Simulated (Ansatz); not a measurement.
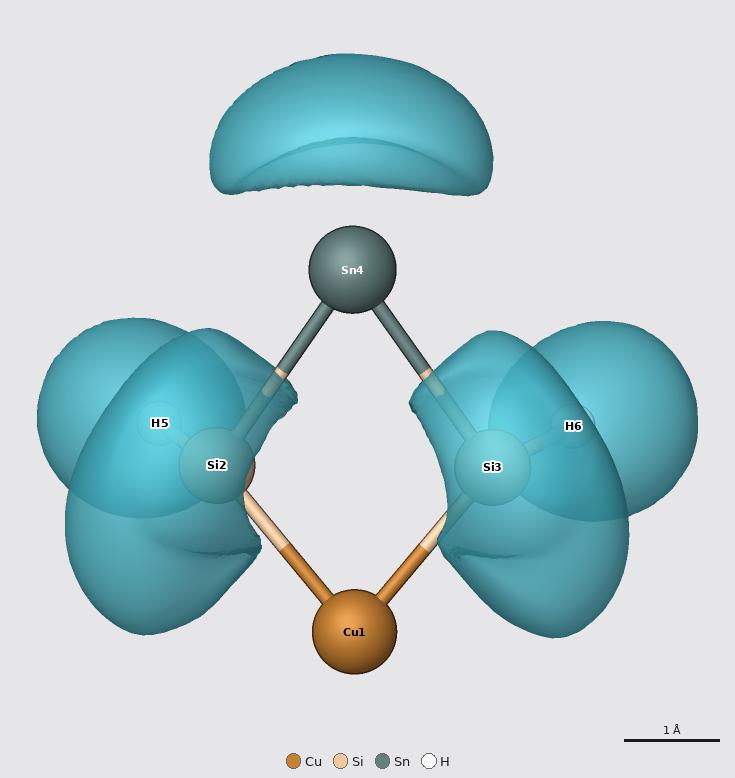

Figure 1: CuH2Si2Sn (charge −1). Isosurface of the ELF at 0.75 (cyan), seen across its widest extent. Only the valence region is drawn (cores and ρ < 0.01 e/Å³ removed).

Geometry: PBE0-D3(BJ)/def2-SVPD; core potentials replace the inner electrons of Sn.

Level of theory: Ansatz 0.2.0, isolated molecule in a Gaussian basis; Kohn-Sham density functional theory, functional PBE0.

Input file:

```
crystal:
  periodic: [false, false, false]
  atoms:
    - {symbol: Cu, position_ang: [-3.892831, 0.861069, 2.059887]}
    - {symbol: Si, position_ang: [-2.391791, 2.551607, 1.776443]}
    - {symbol: Si, position_ang: [-2.075124, -0.033048, 3.102870]}
    - {symbol: Sn, position_ang: [-0.326909, 1.851726, 3.139275]}
    - {symbol: H, position_ang: [-1.745767, 2.750786, 0.400387]}
    - {symbol: H, position_ang: [-1.270484, -1.124856, 2.388023]}
basis:
  gaussian: {orbitals: def2-TZVPD}
total_charge: -1
hamiltonian: {xc: pbe0}
output: {forces: true, orbitals: {seedname: orbitals}}
```

Launched as:

```sh
ansatz run input.yaml --threads 2 --pin off --max-ram 4350MiB --events-out events.jsonl --progress --plain --runs-dir runs
```

Describe the localisation domains.

Answer. At this value the surface marks out two regions around hydrogen nuclei, two lobes on Si, pointing away from the bonds (lone pairs) and one lobe on Sn, pointing away from the bonds (lone pairs). Profiles from the grid: Cu–Si (2.28 Å): the ELF peaks at about 0.70 in the valence shell of Si, 1.0 Å from its nucleus, and is about 0.50 at the midpoint. Si–Sn (2.57 Å): the ELF peaks at about 0.80 between the atoms; a shared electron pair.
